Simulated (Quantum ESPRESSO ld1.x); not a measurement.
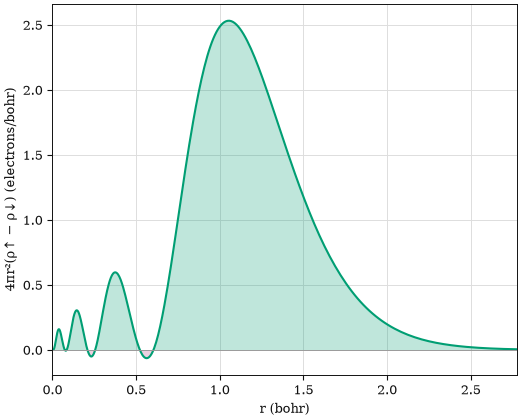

The W⁸⁺ ion in the configuration [Kr] 4d10 4f14 5s2 5p4 (high spin). Method: scalar-relativistic Kohn-Sham, LDA (Slater exchange, VWN5 correlation), spin-polarised, spherical densities, point nucleus; computed with Quantum ESPRESSO ld1.x 7.5.

The plot shows the radial spin density.

**Read the plot.**

The curve integrates to 2 unpaired electrons, held by 5p (+2). Its largest value, 2.53 electrons/bohr, lies near r = 1.1 bohr. Regions of the opposite sign hold 0.0049 electrons in all, from the polarisation of filled shells.
